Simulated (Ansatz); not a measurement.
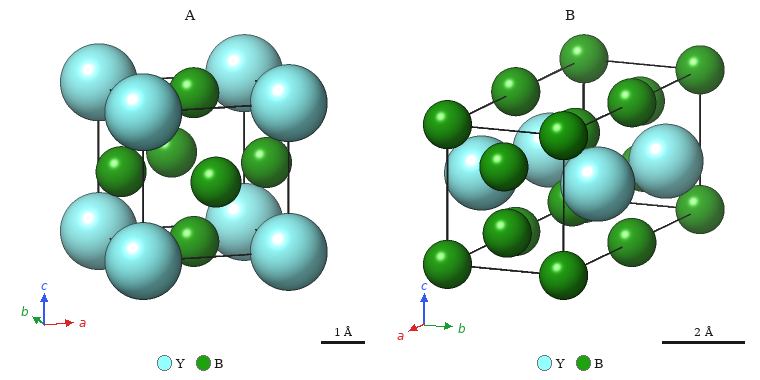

Two structures of YB₃, each relaxed to rest (conventional cells in solid outline, small ones repeated, not to one scale). Method: Ansatz, DFT PBE, scalar-relativistic, plane waves, PAW, without spin polarisation.

**Name structures A and B.**

A: Cu₃Au (L1₂) type, Pm-3m. B: 8 atoms a cell on a primitive orthorhombic lattice, Pmma.

**Compare their energies: which is lower?**

B is lower, by 1182 meV/atom at this level of theory (energies at zero smearing). Volumes: A 11.6, B 11.2 Å³/atom.

One or both may be structure types tried for this composition rather than known phases.
